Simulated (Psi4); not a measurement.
# Excited-state calculation, with input and output: NiF$_{2}$

NiF$_{2}$, multiplicity 3, computed with TDDFT (PBE0)/def2-SVP, UKS (Psi4 1.11).

The geometry was optimised with PBE0/def2-SVP.

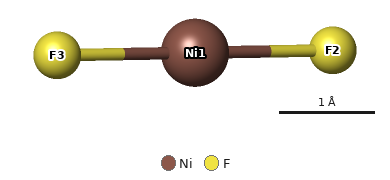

Fig. 1: The structure as given in the input (ball-and-stick view, seen at a tilt; atoms are numbered from 1 in the order of the input). Sticks mark near contacts. Bond lengths as drawn: F–Ni 1.70 Å.

## The input (f2ni.inp)
```python
memory 1600 MB

molecule system {
  0 3
  Ni    -0.000203    -0.000119    -0.000129
  F     -0.017173    -0.021281     1.702562
  F      0.017300     0.021358    -1.702793
  symmetry c1
}

set basis def2-SVP
set reference uks
set save_jk true

from psi4.driver.procrouting.response.scf_response import tdscf_excitations
e, wfn = energy('pbe0', return_wfn=True)
states = tdscf_excitations(wfn, states=4, tda=False)
```

Machine: 1 thread of Intel Xeon (Granite Rapids), 160 GiB of memory available, shared host.

Launch command:
```bash
psi4 f2ni.inp f2ni.out -n 1
```

## What the program printed
```
Psi4 1.11 release

  Memory set to   1.490 GiB by Python driver.

   => Loading Basis Set <=

    Name: DEF2-SVP
    Role: ORBITAL
    Keyword: BASIS

         ---------------------------------------------------------
                                   SCF
                              UKS Reference
                        1 Threads,   1525 MiB Core
         ---------------------------------------------------------

  ==> Geometry <==

    Molecular point group: c1
    Full point group: Cs

    Geometry (in Angstrom), charge = 0, multiplicity = 3:

       Center              X                  Y                   Z               Mass
    ------------   -----------------  -----------------  -----------------  -----------------
         NI           0.000122611232    -0.000005347165    -0.000000000000    57.935342410000
         F            0.025501220337     1.702712591551    -0.000000000000    18.998403162730
         F           -0.025875121429    -1.702696285453     0.000000000000    18.998403162730

  Running in c1 symmetry.

  Rotational constants: A = 7657779.83849  B =      0.15299  C =      0.15299 [cm^-1]
  Rotational constants: A = 229574464060.22821  B =   4586.61968  C =   4586.61959 [MHz]
  Nuclear repulsion =  169.203882202138658

  Charge       = 0
  Multiplicity = 3
  Electrons    = 46
  Nalpha       = 24
  Nbeta        = 22

  ==> Algorithm <==

  SCF Algorithm Type is DF.
  DIIS enabled.
  MOM disabled.
  Fractional occupation disabled.
  Guess Type is SAD.
  Energy threshold   = 1.00e-06
  Density threshold  = 1.00e-06
  Integral threshold = 1.00e-12

  ==> Primary Basis <==

  Basis Set: DEF2-SVP
    Blend: DEF2-SVP
    Number of shells: 23
    Number of basis functions: 59
    Number of Cartesian functions: 66
    Spherical Harmonics?: true
    Max angular momentum: 3

  ==> DFT Potential <==

   => LibXC <=

    Version 7.1.2

   => Composite Functional: PBE0 <=

    PBE0 Hyb-GGA Exchange-Correlation Functional

    Deriv               =              1
    GGA                 =           TRUE
    Meta                =          FALSE

    Exchange Hybrid     =           TRUE
    MP2 Hybrid          =          FALSE

   => Exchange Functionals <=

    0.7500   Perdew, Burke & Ernzerhof

   => Exact (HF) Exchange <=

    0.2500               HF

   => Correlation Functionals <=

    1.0000   Perdew, Burke & Ernzerhof

   => LibXC Density Thresholds  <==

    XC_HYB_GGA_XC_PBEH:  1.00E-15

   => Molecular Quadrature <=

    Radial Scheme          =       TREUTLER
    Pruning Scheme         =           NONE
    Nuclear Scheme         =       TREUTLER

    Blocking Scheme        =         OCTREE
    BS radius alpha        =              1
    Pruning alpha          =              1
    Radial Points          =             75
    Spherical Points       =            302
    Total Points           =          65860
    Total Blocks           =            580
    Max Points             =            256
    Max Functions          =             58
    Weights Tolerance      =       1.00E-15

   => Loading Basis Set <=

    Name: (DEF2-SVP AUX)
    Role: JKFIT
    Keyword: DF_BASIS_SCF

  ==> Integral Setup <==

  DFHelper Memory: AOs need 0.013 GiB; user supplied 1.035 GiB.
  SCF_SUBTYPE=INCORE selected. In-core MEM_DF algorithm will be used.
  Using in-core AOs.

  ==> MemDFJK: Density-Fitted J/K Matrices <==

    J tasked:                   Yes
    K tasked:                   Yes
    wK tasked:                   No
    Memory [MiB]:              1059
    Algorithm:                 Core
    Schwarz Cutoff:           1E-12
    Mask sparsity (%):       2.0684
    Fitting Condition:        1E-10

   => Auxiliary Basis Set <=

  Basis Set: (DEF2-SVP AUX)
    Blend: DEF2-UNIVERSAL-JKFIT
    Number of shells: 108
    Number of basis functions: 418
    Number of Cartesian functions: 563
    Spherical Harmonics?: true
    Max angular momentum: 6

  Cached 100.0% of DFT collocation blocks in 0.083 [GiB].

  Minimum eigenvalue in the overlap matrix is 4.2054652146E-02.
  Reciprocal condition number of the overlap matrix is 1.4756504845E-02.
    Using symmetric orthogonalization.

  ==> Pre-Iterations <==

  SCF Guess: Superposition of Atomic Densities via on-the-fly atomic UHF (no occupation information).

   -------------------------
    Irrep   Nso     Nmo
   -------------------------
     A         59      59
   -------------------------
    Total      59      59
   -------------------------

  ==> Iterations <==

                           Total Energy        Delta E     RMS |[F,P]|

   @DF-UKS iter SAD: -1705.08962397985579   -1.70509e+03   0.00000e+00
   @DF-UKS iter   1: -1703.25417117954294    1.83545e+00   4.97930e-02 DIIS/ADIIS
   @DF-UKS iter   2: -1685.30399323727875    1.79502e+01   6.79746e-02 DIIS/ADIIS
   @DF-UKS iter   3: -1707.18853226522447   -2.18845e+01   3.87256e-03 DIIS/ADIIS
   @DF-UKS iter   4: -1707.15758076171255    3.09515e-02   8.93503e-03 DIIS/ADIIS
   @DF-UKS iter   5: -1707.19074098745591   -3.31602e-02   7.02649e-03 DIIS/ADIIS
   @DF-UKS iter   6: -1707.24492648625119   -5.41855e-02   3.69478e-04 DIIS/ADIIS
   @DF-UKS iter   7: -1707.24502719381667   -1.00708e-04   1.93911e-04 DIIS/ADIIS
   @DF-UKS iter   8: -1707.24506647293470   -3.92791e-05   6.97097e-05 DIIS
   @DF-UKS iter   9: -1707.24507095462309   -4.48169e-06   3.96454e-05 DIIS
   @DF-UKS iter  10: -1707.24507260812902   -1.65351e-06   1.52300e-05 DIIS
   @DF-UKS iter  11: -1707.24507289114490   -2.83016e-07   4.41295e-06 DIIS
   @DF-UKS iter  12: -1707.24507291384452   -2.26996e-08   2.25765e-07 DIIS
  Energy and wave function converged.

  ==> Post-Iterations <==

   Electrons on quadrature grid:
      Nalpha   =   23.9999675856 ; deviation = -3.241e-05
      Nbeta    =   21.9999713408 ; deviation = -2.866e-05
      Ntotal   =   45.9999389263 ; deviation = -6.107e-05

   @Spin Contamination Metric:   4.895193494E-03
   @S^2 Expected:                2.000000000E+00
   @S^2 Observed:                2.004895193E+00
   @S   Expected:                1.000000000E+00
   @S   Observed:                1.000000000E+00

    Orbital Energies [Eh]
    ---------------------

    Alpha Occupied:

       1A   -300.279769     2A    -36.058059     3A    -31.474039
       4A    -31.441227     5A    -31.441227     6A    -24.739418
       7A    -24.739271     8A     -4.250604     9A     -2.873209
      10A     -2.802109    11A     -2.802109    12A     -1.149539
      13A     -1.136247    14A     -0.532954    15A     -0.525399
      16A     -0.525399    17A     -0.428608    18A     -0.428608
      19A     -0.425630    20A     -0.417205    21A     -0.417205
      22A     -0.376472    23A     -0.376472    24A     -0.362400

    Alpha Virtual:

      25A     -0.027919    26A      0.083385    27A      0.083385
      28A      0.149560    29A      0.295092    30A      1.012553
      31A      1.012553    32A      1.127439    33A      1.127439
      34A      1.184605    35A      1.185066    36A      1.256371
      37A      1.256371    38A      1.391159    39A      1.391159
      40A      1.450220    41A      1.768798    42A      1.773783
      43A      3.058240    44A      3.096243    45A      3.096243
      46A      3.100702    47A      3.100776    48A      3.106540
      49A      3.106615    50A      3.243499    51A      3.243499
      52A      3.738958    53A      5.374572    54A      5.374573
      55A      5.391662    56A      5.391662    57A      5.438940
      58A      5.438940    59A      5.497578

    Beta Occupied:

       1A   -300.279484     2A    -36.012682     3A    -31.422854
       4A    -31.410325     5A    -31.410325     6A    -24.733029
       7A    -24.732885     8A     -4.149497     9A     -2.725511
      10A     -2.712986    11A     -2.712986    12A     -1.134993
      13A     -1.120958    14A     -0.512647    15A     -0.419365
      16A     -0.412772    17A     -0.412772    18A     -0.392222
      19A     -0.392222    20A     -0.377812    21A     -0.377812
      22A     -0.338028

    Beta Virtual:

      23A     -0.140742    24A     -0.140742    25A     -0.022091
      26A      0.088298    27A      0.088298    28A      0.157486
      29A      0.303276    30A      1.059737    31A      1.059737
      32A      1.145306    33A      1.145306    34A      1.190951
      35A      1.191026    36A      1.268176    37A      1.268176
      38A      1.429072    39A      1.429072    40A      1.455891
      41A      1.779024    42A      1.780534    43A      3.065433
      44A      3.103866    45A      3.103866    46A      3.115916
      47A      3.115988    48A      3.121773    49A      3.121845
      50A      3.254327    51A      3.254327    52A      3.748687
      53A      5.471895    54A      5.471895    55A      5.483085
      56A      5.483085    57A      5.499135    58A      5.499136
      59A      5.560334

    Final Occupation by Irrep:
              A
    DOCC [    22 ]
    SOCC [     2 ]
    NA   [    24 ]
    NB   [    22 ]

  @DF-UKS Final Energy: -1707.24507291384452

   => Energetics <=

    Nuclear Repulsion Energy =            169.2038822021386579
    One-Electron Energy =               -2710.1839435437013890
    Two-Electron Energy =                 896.9956535901541201
    DFT Exchange-Correlation Energy =     -63.2606651624360126
    Empirical Dispersion Energy =           0.0000000000000000
    VV10 Nonlocal Energy =                  0.0000000000000000
    Total Energy =                      -1707.2450729138445240

  UHF NO Occupations:
  HONO-2 :   22  A 1.9990215
  HONO-1 :   23  A 1.0000000
  HONO-0 :   24  A 1.0000000
  LUNO+0 :   25  A 0.0009785
  LUNO+1 :   26  A 0.0003281
  LUNO+2 :   27  A 0.0003281
  LUNO+3 :   28  A 0.0002219

Computation Completed

Properties will be evaluated at   0.000000,   0.000000,   0.000000 [a0]

Properties computed using the SCF density matrix

 Multipole Moments:

 ------------------------------------------------------------------------------------
     Multipole            Electronic (a.u.)      Nuclear  (a.u.)        Total (a.u.)
 ------------------------------------------------------------------------------------

 L = 1.  Multiply by 2.5417464519 to convert [e a0] to [Debye]
 Dipole X            :          0.0004064            0.0001285            0.0005349
 Dipole Y            :         -0.0000334           -0.0000056           -0.0000390
 Dipole Z            :          0.0000000           -0.0000000            0.0000000
 Magnitude           :                                                    0.0005363

 ------------------------------------------------------------------------------------

	total time  =          3 seconds =       0.05 minutes

******************************************************************************************
**********                               WARNING                                **********
**********       The names of excited state variables changed between 1.5       **********
**********     and 1.6. For a quick solution, remove the symmetry specifier     **********
**********   from the variable name. For full details, see 'Notes on Psivars'   **********
**********                        in the documentation.                         **********
******************************************************************************************

         ---------------------------------------------------------
                         TDSCF excitation energies
         ---------------------------------------------------------

  ==> Options <==

     Residual threshold  : 1.0000e-04
     Initial guess       : denominators
     Reference           : UHF
     Solver type         : RPA (Hamiltonian)

  ==> Requested Excitations <==

      4 singlet states with A symmetry

  ==> Seeking the lowest 4 singlet states with A symmetry

                        Generalized Hamiltonian Solver

  ==> Options <==

    Max number of iterations        = 60
    Eigenvector tolerance           = 1.0000e-04
    Max number of expansion vectors = 800

  => Iterations <=
                              Max[D[value]]     Max[|R|]   # vectors
  HamiltonianSolver iter   1:   5.79875e-02  2.45943e-01     16
  HamiltonianSolver iter   2:   2.03483e-02  5.53735e-02     24
  HamiltonianSolver iter   3:   6.48846e-04  1.44369e-02     32
  HamiltonianSolver iter   4:   4.03457e-05  1.47892e-03     40
  HamiltonianSolver iter   5:   5.45187e-07  1.70962e-04     48
  HamiltonianSolver iter   6:   4.03209e-09  2.24817e-05     52      Converged

******************************************************************************************
**********                               WARNING                                **********
**********  Length-gauge rotatory strengths are **NOT** gauge-origin invariant  **********
******************************************************************************************

                                    Excitation Energy         Total Energy        Oscillator Strength             Rotatory Strength
     #   Sym: GS->ES (Trans)        au              eV              au          au (length)    au (velocity)    au (length)    au (velocity)
    ---- -------------------- --------------- --------------- --------------- --------------- --------------- --------------- ---------------
     1        A->A (1 A)       0.00809         0.22004        -1707.23699      0.0000          0.0000         -0.0000         -0.0000
     2        A->A (1 A)       0.00809         0.22004        -1707.23699      0.0000          0.0000          0.0000          0.0000
     3        A->A (1 A)       0.05153         1.40216        -1707.19354      0.0000          0.0000         -0.0000          0.0000
     4        A->A (1 A)       0.05153         1.40216        -1707.19354      0.0000          0.0000         -0.0000         -0.0000

Contributing excitations and de-excitations
Only contributions with abs(coeff) > 1.00e-01 will be printed:

Excited State    1 (1 A):   0.00809 au   5634.67 nm f = 0.0000
Alpha orbitals:
  Sums of squares: Xssq =  8.898642e-04; Yssq =  8.165843e-04; Xssq - Yssq =  7.327994e-05
Beta orbitals:
  Sums of squares: Xssq =  1.299474e+00; Yssq =  2.995469e-01; Xssq - Yssq =  9.999267e-01
     14a (b) ->  23a (b)   -0.290885 ( 8.461%)
     20a (b) ->  23a (b)   -0.318378 (10.136%)
     21a (b) ->  24a (b)   -0.318473 (10.143%)
     22a (b) ->  23a (b)    1.004540 (100.910%)
     14a (b) <-  23a (b)   -0.156894 ( 2.462%)
     20a (b) <-  23a (b)   -0.109938 ( 1.209%)
     21a (b) <-  24a (b)   -0.110001 ( 1.210%)
     22a (b) <-  23a (b)    0.498446 (24.845%)

Excited State    2 (1 A):   0.00809 au   5634.66 nm f = 0.0000
Alpha orbitals:
  Sums of squares: Xssq =  8.898629e-04; Yssq =  8.165829e-04; Xssq - Yssq =  7.327997e-05
Beta orbitals:
  Sums of squares: Xssq =  1.299473e+00; Yssq =  2.995465e-01; Xssq - Yssq =  9.999267e-01
     14a (b) ->  24a (b)   -0.290885 ( 8.461%)
     20a (b) ->  24a (b)    0.318379 (10.136%)
     21a (b) ->  23a (b)   -0.318472 (10.142%)
     22a (b) ->  24a (b)    1.004540 (100.910%)
     14a (b) <-  24a (b)   -0.156894 ( 2.462%)
     20a (b) <-  24a (b)    0.109938 ( 1.209%)
     21a (b) <-  23a (b)   -0.110001 ( 1.210%)
     22a (b) <-  24a (b)    0.498446 (24.845%)

Excited State    3 (1 A):   0.05153 au   884.24 nm f = 0.0000
Alpha orbitals:
  Sums of squares: Xssq =  7.377935e-04; Yssq =  5.518717e-04; Xssq - Yssq =  1.859217e-04
Beta orbitals:
  Sums of squares: Xssq =  1.036649e+00; Yssq =  3.683515e-02; Xssq - Yssq =  9.998141e-01
     20a (b) ->  23a (b)   -0.654029 (42.775%)
     21a (b) ->  24a (b)   -0.654026 (42.775%)
     22a (b) ->  23a (b)   -0.416590 (17.355%)
     20a (b) <-  23a (b)    0.134981 ( 1.822%)
     21a (b) <-  24a (b)    0.134982 ( 1.822%)

Excited State    4 (1 A):   0.05153 au   884.24 nm f = 0.0000
Alpha orbitals:
  Sums of squares: Xssq =  7.378060e-04; Yssq =  5.518777e-04; Xssq - Yssq =  1.859283e-04
Beta orbitals:
  Sums of squares: Xssq =  1.036649e+00; Yssq =  3.683516e-02; Xssq - Yssq =  9.998141e-01
     20a (b) ->  24a (b)    0.654029 (42.775%)
     21a (b) ->  23a (b)   -0.654026 (42.775%)
     22a (b) ->  24a (b)   -0.416590 (17.355%)
     20a (b) <-  24a (b)   -0.134981 ( 1.822%)
     21a (b) <-  23a (b)    0.134982 ( 1.822%)

******************************************************************************************
**********                               WARNING                                **********
**********       The names of excited state variables changed between 1.5       **********
**********     and 1.6. For a quick solution, remove the symmetry specifier     **********
**********   from the variable name. For full details, see 'Notes on Psivars'   **********
**********                        in the documentation.                         **********
******************************************************************************************

    Psi4 run time: 0:00:08.00
```

## Key numbers

| quantity | value |
| --- | --- |
| outcome | converged |
| total energy | −1707.245073 hartree |
| basis functions | 59 |
| ⟨S²⟩ | 2.005 |
| dipole moment | 0.00 D |
| lowest excitation | 0.22 eV |
| wall time | 9 s |
| peak memory | 0.31 GiB |
